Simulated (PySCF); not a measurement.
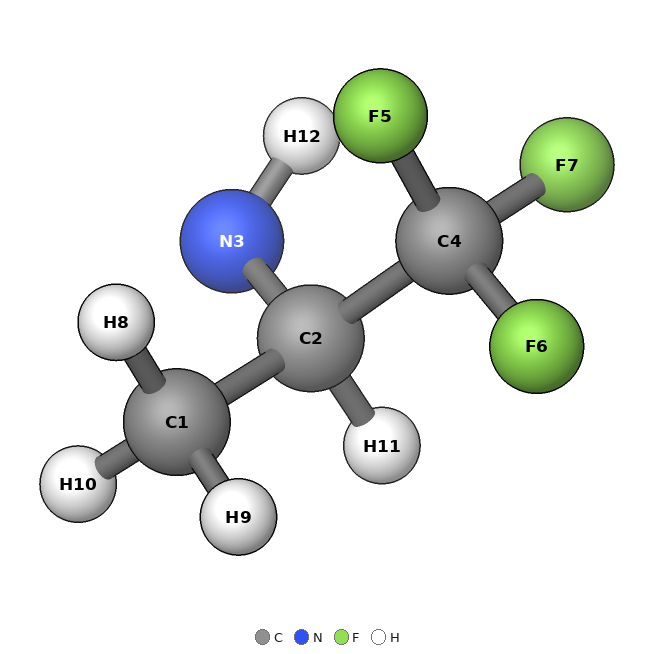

State: neutral, doublet. Computed geometry: GFN2-xTB optimisation. No frequency run is at hand to confirm it as a minimum. Level of theory: UKS B3LYP, pcH-1 on C F H N, non-relativistic (PySCF 2.14.0). Fermi-contact and spin-dipolar terms alone, no spin-orbit part.

Which nucleus has the largest dipolar (anisotropic) hyperfine coupling?

14N at N3: principal values −43.9, −43.1, 87.1 MHz.

List the isotropic and dipolar parts for the most strongly coupled nuclei, one of each equivalent set.

```tsv
atom	isotope	a_iso (MHz)	dipolar part (MHz)
N3	14N	31.6	−43.9, −43.1, 87.1
H12	1H	−59.3	−52.6, −9.2, 61.8
H11	1H	213.4	−7.8, −2.9, 10.7
H10	1H	−2.3	−4.2, −3.3, 7.4
F5	19F	0.0	−5.8, −1.4, 7.2
H8	1H	−2.2	−4.4, −2.7, 7.1
C1	13C	29.7	−3.7, −3.2, 6.9
F7	19F	−1.7	−3.7, −2.5, 6.2
```
